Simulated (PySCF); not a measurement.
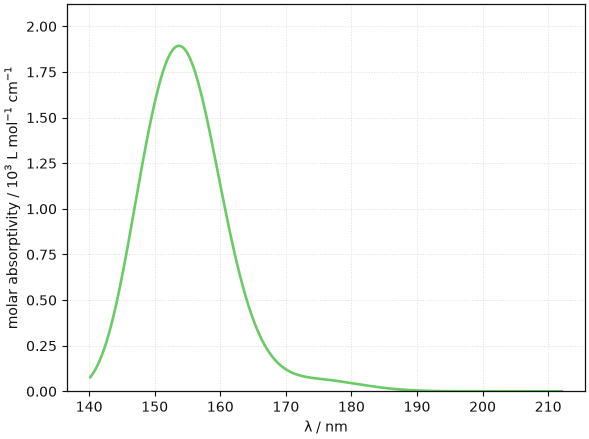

Vertical TDDFT excitations, PBE0/def2-SVPD with PySCF 2.14.0, at a GFN2-xTB geometry (no frequency check), gas phase. The lowest 6 singlet states are shown; each is broadened by a Gaussian of 1/e half-width 0.33 eV.

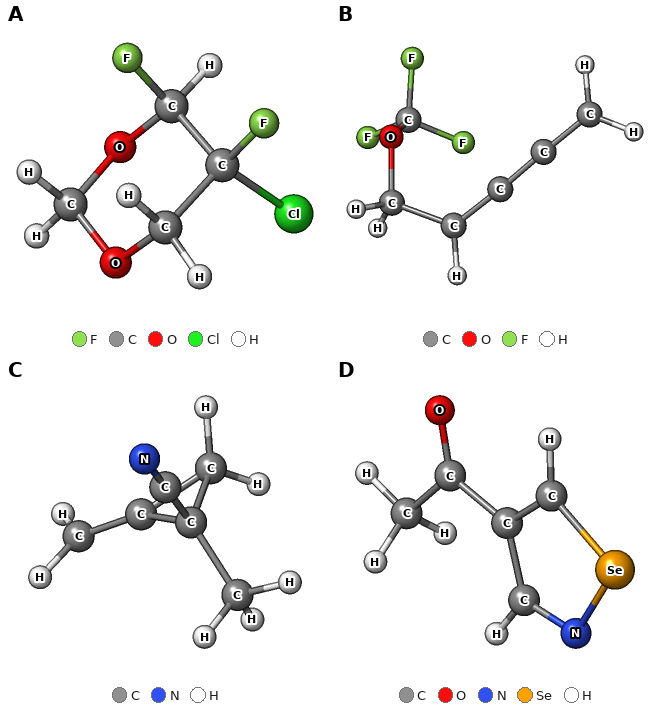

> Which molecule gives this spectrum? Choose among the lettered structures.

Structure A, C₄H₅ClF₂O₂, SMILES F[C@@H]1OCOC[C@@]1(F)Cl. Its lowest singlet lies at 7.05 eV (f = 0.001) and the brightest of those computed is S5 at 8.08 eV (153 nm), f = 0.019, mainly HOMO−3 → LUMO (56 %).

Known limits of this run: the tight-binding geometry is rougher than a DFT one and adds to the error; one conformer of a flexible molecule; core orbitals are frozen in the response.
